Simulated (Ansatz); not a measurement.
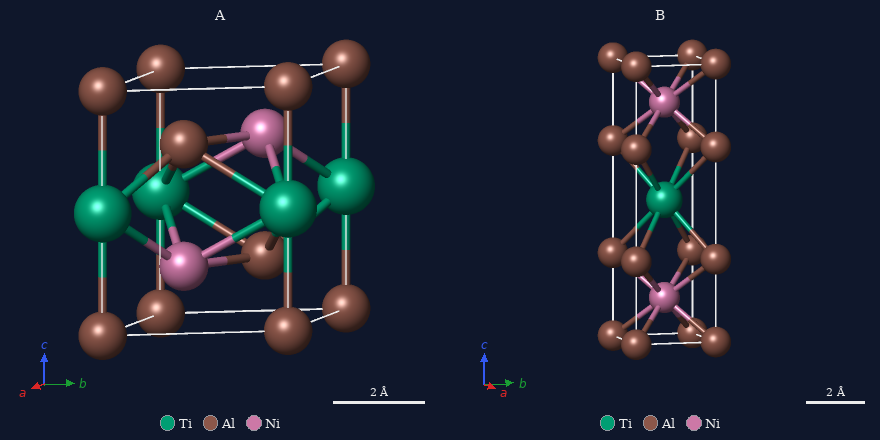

Two structures of TiAl3Ni2, each relaxed to rest (conventional cells in solid outline, small ones repeated, not to one scale). Method: Ansatz, DFT PBE, scalar-relativistic, plane waves, PAW, without spin polarisation (spin-restricted runs, not always the ground states).

Question: Which structures are these?

Answer: A: 6 atoms a cell on a primitive hexagonal lattice, P-3m1. B: 6 atoms a cell on a primitive tetragonal lattice, P4/mmm.

Question: Which is the more stable form at this level of theory?

Answer: B is lower, by 70 meV/atom at this level of theory (energies at zero smearing). Volumes: A 13.7, B 13.5 Å³/atom.

One or both may be structure types tried for this composition rather than known phases.
